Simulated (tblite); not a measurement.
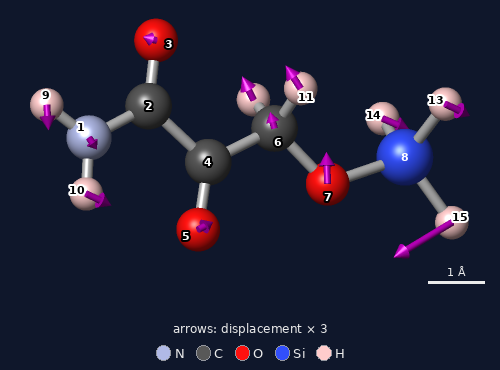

This is a relaxation of C$_{3}$H$_{7}$NO$_{3}$Si. The starting structure is drawn; purple arrows show the displacements, 3 times their true length. The two geometries are superimposed by the best rigid fit.

The picture is a ball-and-stick view, seen at a tilt.

Computed with GFN2-xTB geometry optimisation, gas phase (tblite 0.8.0). 

What did the optimiser do to the structure, and how much energy did it gain?

An H atom moves most after the best rigid fit: 0.46 Å. By element the largest moves are H 0.46 Å, O 0.19 Å, C 0.10 Å, N 0.09 Å, Si 0.02 Å. Among the contacts that change: C–O 1.424 → 1.381 Å, C–O 1.245 → 1.204 Å, O–Si 1.661 → 1.623 Å, C–N 1.366 → 1.341 Å. Among the angles between lasting bonds that change: O–Si–H 110.2° → 99.1°, C–O–Si 118.9° → 129.5°, H–C–H 110.6° → 106.3°. After 49 geometry steps the energy has fallen by 5.73 kcal/mol. The run took 0.51 s on 1 thread of Arm Neoverse N1 (shared host).
